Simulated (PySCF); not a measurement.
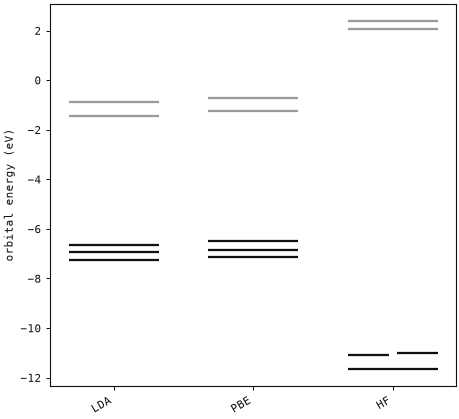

Frontier orbital energies of GeNH₄Br, SMILES [NH2][GeH2][Br], singlet at one geometry, def2-SVPD, PySCF, at a PBE0-D3(BJ)/def2-SVP geometry (no frequency check). Empty levels are grey, levels within 0.1 eV stand side by side; all columns show the same few orbitals around the gap.

Q: How do the frontier levels move from column to column?

A: The separation grows from 5.18 eV (LDA) to 13.10 eV (HF).

| level | HOMO (eV) | LUMO (eV) | separation (eV) |
| --- | --- | --- | --- |
| LDA | −6.65 | −1.47 | 5.18 |
| PBE | −6.51 | −1.25 | 5.26 |
| HF | −11.02 | 2.08 | 13.10 |

Limits of at least one run: empty levels above zero depend strongly on the basis; spin-orbit coupling is left out, and with Br it can shift these levels and split any degenerate set.
